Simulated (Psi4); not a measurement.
# A workflow on HNO2 (nitrous acid)

Wanted: a geometry optimisation (TPSS/cc-pVDZ), then the harmonic vibrations, then the energy (CCSD(T)/def2-TZVP) of HNO2 (nitrous acid). 

The results are computed with Psi4 1.11.

### 1 Starting point

The species is HNO2 (4 atoms), meant as a singlet with charge 0. As SMILES, `O=NO`. All atoms were displaced at random from a relaxed shape. The run starts from this shape.

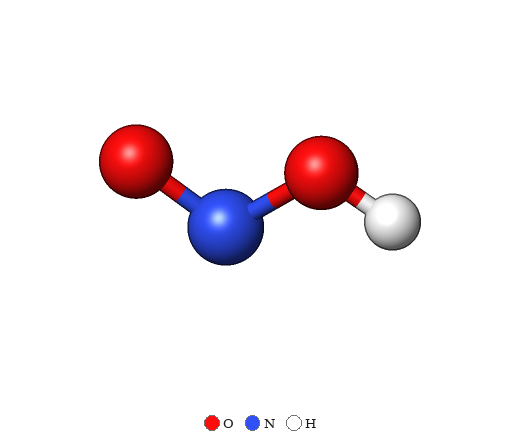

The structure, seen from a chosen angle (oxygen red, nitrogen blue, hydrogen white).

### 2 A geometry optimisation at TPSS/cc-pVDZ (density fitting) (run 1)

The input, calc.inp:

```
memory 1600 mb

molecule {
  O      0.355125     0.157056     1.408770
  N      0.310264    -0.414959     0.375709
  O     -0.370724     0.375691    -0.458413
  H     -0.398723     0.002512    -1.289765
  units angstrom
}

set globals {
  basis        cc-pVDZ
  geom_maxiter 60
}

energy_value, wavefunction = optimize("tpss", return_wfn=True)
```

On the command line:

```console
psi4 calc.inp calc.out -n 1
```

calc.out:

```text
[...]
  Running in c1 symmetry.
[...]
  Nuclear repulsion =   72.212079465611964
[...]
  Multiplicity = 1
[...]
  Nalpha       = 12
  Nbeta        = 12
[...]
    Number of basis functions: 47
[...]
   @DF-RKS iter   1:  -205.61825996146717   -8.26953e-02   1.25466e-02 ADIIS/DIIS
[...]
   @DF-RKS iter   8:  -205.75626179446644    1.70530e-13   1.63335e-09 DIIS
[...]
    Orbital Energies [Eh]
    ---------------------
    Doubly Occupied:
       1A    -18.976043     2A    -18.948949     3A    -14.279777
       4A     -1.141763     5A     -0.967068     6A     -0.621272
       7A     -0.500956     8A     -0.449960     9A     -0.443047
      10A     -0.363852    11A     -0.292379    12A     -0.233582
[...]
  @DF-RKS Final Energy:  -205.75626179446644
   => Energetics <=
    Nuclear Repulsion Energy =             68.3443258445596484
    One-Electron Energy =                -417.0828983877859173
    Two-Electron Energy =                 167.3455647461131548
    DFT Exchange-Correlation Energy =     -24.3632539973533220
    Empirical Dispersion Energy =           0.0000000000000000
    VV10 Nonlocal Energy =                  0.0000000000000000
    Total Energy =                       -205.7562617944664396
[...]
 Multipole Moments:
 ------------------------------------------------------------------------------------
     Multipole            Electronic (a.u.)      Nuclear  (a.u.)        Total (a.u.)
 ------------------------------------------------------------------------------------
 L = 1.  Multiply by 2.5417464519 to convert [e a0] to [Debye]
 Dipole X            :          0.4107751           -0.4412624           -0.0304873
 Dipole Y            :         -0.1895094           -0.1334280           -0.3229375
 Dipole Z            :          0.9986381           -1.6469838           -0.6483457
 Magnitude           :                                                    0.7249622
[...]
  -Total Gradient:
     Atom            X                  Y                   Z
    ------   -----------------  -----------------  -----------------
       1       -0.000019941605     0.000025328858    -0.000026036262
       2        0.000002172811     0.000034879617     0.000072145237
       3       -0.000014716280     0.000026629020     0.000003031613
       4        0.000008241529    -0.000049732368    -0.000063942740
[...]
    Final optimized geometry and variables:
    Molecular point group: c1
    Full point group: C1
    Geometry (in Angstrom), charge = 0, multiplicity = 1:
    O            0.315769127128     0.024609501434     1.057688145238
    N            0.247030610072    -0.472088844276    -0.009540711578
    O           -0.502487555922     0.397886855097    -0.938598326798
    H           -0.468972859991    -0.145956016201    -1.757479851249
    Psi4 run time: 0:00:44.09
[...]
```

Standard output:

```text
Optimizer: Optimization complete!
```

Wall time 45 s (1 thread of AMD EPYC 7B13 (Zen 3), shared host); peak memory 0.52 GiB.

Steps, from the record of the run:

```tsv
step	energy from the first frame kept (eV)	largest force (eV/Å)
0	0.0000	4.2548
1	-0.2399	2.9726
2	-0.3774	1.3236
3	-0.3938	0.8078
4	-0.3781	0.7502
5	-0.4094	0.1322
6	-0.4102	0.0284
7	-0.4102	0.0042
```

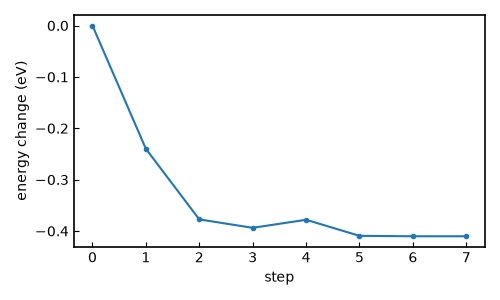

Energy along the run.

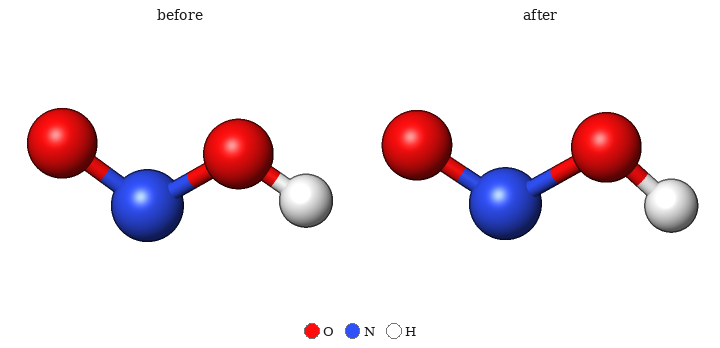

Before and after, at one scale.

After the run. Bond lengths: O1–N2 1.179 Å, N2–O3 1.477 Å, O3–H4 0.984 Å. Angles: O1–N2–O3 110.5°, N2–O3–H4 100.4°.

### 3 Vibrational wavenumbers at TPSS/cc-pVDZ (density fitting) (run 2)

The input, hno2.in:

```
memory 1.6 GB

molecule mol {
  0 1
  O      0.394349     0.082334     1.465386
  N      0.325610    -0.414365     0.398157
  O     -0.423908     0.455611    -0.530900
  H     -0.390393    -0.088232    -1.349782
  units angstrom
  symmetry c1
}

set {
  basis cc-pVDZ
  t 400.0
  rotational_symmetry_number 1
}

e_tot, wfn = freq('tpss', return_wfn=True)
print_variables()
```

On the command line:

```console
psi4 -i hno2.in -o hno2.out -n 1
```

hno2.out:

```text
[...]
  Running in c1 symmetry.
[...]
  Nuclear repulsion =   68.344321402477064
[...]
  Multiplicity = 1
[...]
  Nalpha       = 12
  Nbeta        = 12
[...]
    Number of basis functions: 47
[...]
   @DF-RKS iter   1:  -205.62858863598868   -2.88802e-01   1.26444e-02 DIIS/ADIIS
[...]
   @DF-RKS iter  12:  -205.75625709106004    3.12639e-13   8.16279e-10 DIIS
[...]
    Orbital Energies [Eh]
    ---------------------
    Doubly Occupied:
       1A    -18.975988     2A    -18.949102     3A    -14.279714
       4A     -1.141706     5A     -0.966627     6A     -0.621118
       7A     -0.500821     8A     -0.449910     9A     -0.442957
      10A     -0.363692    11A     -0.292304    12A     -0.233516
[...]
  @DF-RKS Final Energy:  -205.75625709106004
   => Energetics <=
    Nuclear Repulsion Energy =             68.3332924089738043
    One-Electron Energy =                -417.0638645459316649
    Two-Electron Energy =                 167.3366049340537529
    DFT Exchange-Correlation Energy =     -24.3622898881559458
    Empirical Dispersion Energy =           0.0000000000000000
    VV10 Nonlocal Energy =                  0.0000000000000000
    Total Energy =                       -205.7562570910600357
[...]
 Multipole Moments:
 ------------------------------------------------------------------------------------
     Multipole            Electronic (a.u.)      Nuclear  (a.u.)        Total (a.u.)
 ------------------------------------------------------------------------------------
 L = 1.  Multiply by 2.5417464519 to convert [e a0] to [Debye]
 Dipole X            :          0.4106009           -0.4412622           -0.0306613
 Dipole Y            :         -0.1891390           -0.1334282           -0.3225672
 Dipole Z            :          0.9995063           -1.6493796           -0.6498732
 Magnitude           :                                                    0.7261714
[...]
  -Total Gradient:
     Atom            X                  Y                   Z
    ------   -----------------  -----------------  -----------------
       1        0.000016306889    -0.000023364745    -0.000042677826
       2       -0.000046766934     0.000157307365     0.000180772499
       3       -0.000021818415     0.000953964636     0.001615508335
       4        0.000028124364    -0.001050822297    -0.001768398961
[...]
  ==> Harmonic Vibrational Analysis <==
[...]
  Freq [cm^-1]                 543.7430            587.1706            780.9516
[...]
  IR activ [km/mol]            107.7816            86.8718             88.0473
[...]
  Freq [cm^-1]                1230.7621           1741.1390           3596.4669
[...]
  IR activ [km/mol]            156.5803            161.9831            44.6240
[...]
  Total E_0, Enthalpy at 0 [K]                                                         -205.73694240 [Eh]
[...]
  Total H, Enthalpy at  400.00 [K]                                                     -205.73078788 [Eh]
[...]
  Total G, Gibbs energy at  400.00 [K]                                                 -205.77100153 [Eh]
[...]
```

Standard output:

```text
Warning: used thermodynamics relations inappropriate for low-frequency modes: ['543.7430' '587.1706']
```

It took 2.2 min on 1 thread of AMD EPYC 7B13 (Zen 3), shared host; peak memory 0.51 GiB.

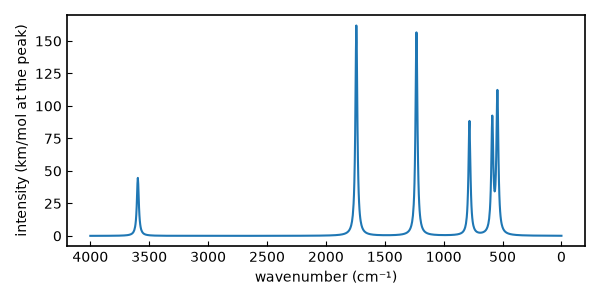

Harmonic infrared spectrum, unscaled, lines broadened by 10 cm⁻¹.

### 4 A single-point energy at CCSD(T)/def2-TZVP (run 3)

The input, hno2.dat:

```
memory 1600 mb

molecule {
  0 1
  O      0.394349     0.082334     1.465386
  N      0.325610    -0.414365     0.398157
  O     -0.423908     0.455611    -0.530900
  H     -0.390393    -0.088232    -1.349782
}

set {
  scf_type pk
  num_frozen_docc 3
}

energy_value, wavefunction = energy('ccsd(t)/def2-TZVP', return_wfn=True)
print_variables()
```

On the command line:

```console
psi4 -i hno2.dat -o hno2.out -n 1
```

hno2.out:

```text
[...]
  Running in c1 symmetry.
[...]
  Nuclear repulsion =   68.344321402477064
[...]
  Multiplicity = 1
[...]
  Nalpha       = 12
  Nbeta        = 12
[...]
    Number of basis functions: 99
[...]
   @RHF iter   1:  -204.61777252547404   -8.52274e-01   5.14802e-03 DIIS/ADIIS
[...]
   @RHF iter  13:  -204.72125315966903   -2.14584e-11   6.96148e-09 DIIS
[...]
    Orbital Energies [Eh]
    ---------------------
    Doubly Occupied:
       1A    -20.671838     2A    -20.632142     3A    -15.802820
       4A     -1.596746     5A     -1.382097     6A     -0.946834
       7A     -0.770626     8A     -0.725474     9A     -0.674139
      10A     -0.625113    11A     -0.525878    12A     -0.459486
[...]
  @RHF Final Energy:  -204.72125315966903
   => Energetics <=
    Nuclear Repulsion Energy =             68.3443214024770640
    One-Electron Energy =                -416.5047659744338375
    Two-Electron Energy =                 143.4391914122877267
    Total Energy =                       -204.7212531596690326
[...]
 Multipole Moments:
 ------------------------------------------------------------------------------------
     Multipole            Electronic (a.u.)      Nuclear  (a.u.)        Total (a.u.)
 ------------------------------------------------------------------------------------
 L = 1.  Multiply by 2.5417464519 to convert [e a0] to [Debye]
 Dipole X            :          0.4743848           -0.4412622            0.0331226
 Dipole Y            :         -0.3511126           -0.1334282           -0.4845408
 Dipole Z            :          0.9279422           -1.6469839           -0.7190417
 Magnitude           :                                                    0.8676968
[...]
      * MP2 total energy                      = -205.404680378374707
[...]
      * CCSD total energy                     = -205.402292135864514
[...]
      * CCSD(T) total energy                  = -205.435784314969169
[...]
```

Wall time 50 s (1 thread of AMD EPYC 7B13 (Zen 3), shared host); peak memory 1.1 GiB.

### 5 Results

| quantity | value |
| --- | --- |
| run 1, TPSS/cc-pVDZ: total energy at the end | -205.75626 Eh |
| run 1, TPSS/cc-pVDZ: dipole moment | 1.84 D |
| run 1, TPSS/cc-pVDZ: HOMO energy | -6.36 eV |
| run 1, TPSS/cc-pVDZ: LUMO energy | -3.17 eV |
| run 1, TPSS/cc-pVDZ: HOMO–LUMO gap | 3.18 eV |
| run 2, TPSS/cc-pVDZ: lowest harmonic wavenumber | 544 cm⁻¹ |
| run 2, TPSS/cc-pVDZ: highest harmonic wavenumber | 3596 cm⁻¹ |
| run 2, TPSS/cc-pVDZ: zero-point energy | 50.7 kJ/mol |
| run 2, TPSS/cc-pVDZ: ideal-gas entropy at 400 K (symmetry number 1 as used) | 63.1 cal/(mol K) |
| run 3, CCSD(T)/def2-TZVP: total energy | -205.43578 Eh |
| run 3, CCSD(T)/def2-TZVP: HOMO energy (Hartree–Fock orbitals) | -12.50 eV |
| run 3, CCSD(T)/def2-TZVP: LUMO energy (Hartree–Fock orbitals) | 2.25 eV |
| run 3, CCSD(T)/def2-TZVP: HOMO–LUMO gap (Hartree–Fock orbitals) | 14.75 eV |
| run 3, CCSD(T)/def2-TZVP: correlation energy (3 core orbitals frozen) | -714.5 mEh |
| run 3, CCSD(T)/def2-TZVP: (T) correction | -33.49 mEh |
| run 3, CCSD(T)/def2-TZVP: T1 diagnostic | 0.023 |

The optimisation (run 1, TPSS/cc-pVDZ) took 8 steps and changed the energy by -0.410 eV. All 6 modes (run 2, TPSS/cc-pVDZ) are real, so the shape is a minimum at this level. The T1 diagnostic (run 3, CCSD(T)/def2-TZVP) of 0.023 is above the customary mark for such species, so a single reference may not serve. The triples (run 3, CCSD(T)/def2-TZVP) make up 4.7 % of the correlation energy.
